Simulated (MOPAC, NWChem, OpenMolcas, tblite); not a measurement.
## CH2BCl (SMILES B[C]Cl): the dipole moment, rung by rung

CH2BCl has 5 atoms, charge 0, and is taken as a triplet. SMILES: `B[C]Cl`. The coordinates come from a GFN2-xTB relaxation.

Quantity: the dipole moment, in D. The values are calculated.

| level | kind | program | value (D) |
| --- | --- | --- | --- |
| PM3 | semi-empirical | MOPAC | 1.53 |
| PM6 | semi-empirical | MOPAC | 0.75 |
| GFN1-xTB | semi-empirical | tblite | 0.89 |
| IPEA1-xTB | semi-empirical | tblite | 0.77 |
| UHF/STO-3G | Hartree–Fock | OpenMolcas | 0.83 |
| UHF/3-21G | Hartree–Fock | OpenMolcas | 0.52 |
| UHF/ANO-XS-VDZ (DKH2) | Hartree–Fock | OpenMolcas | 0.51 |
| UHF/def2-SVP | Hartree–Fock | OpenMolcas | 0.09 |
| UPW91/STO-6G | GGA | NWChem | 0.62 |
| U-r2SCAN/6-31G** (spherical functions) | meta-GGA | OpenMolcas | 0.72 |

The values span 0.09 to 1.53 D. Magnitudes only: a small dipole may point the other way at some levels. Sets without polarisation functions give poor dipoles.

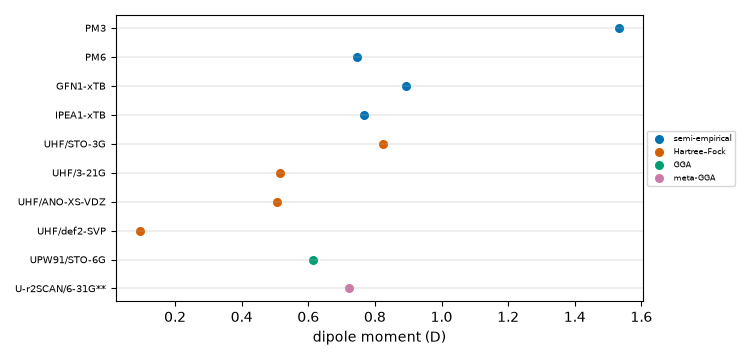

The values of the table, level by level.
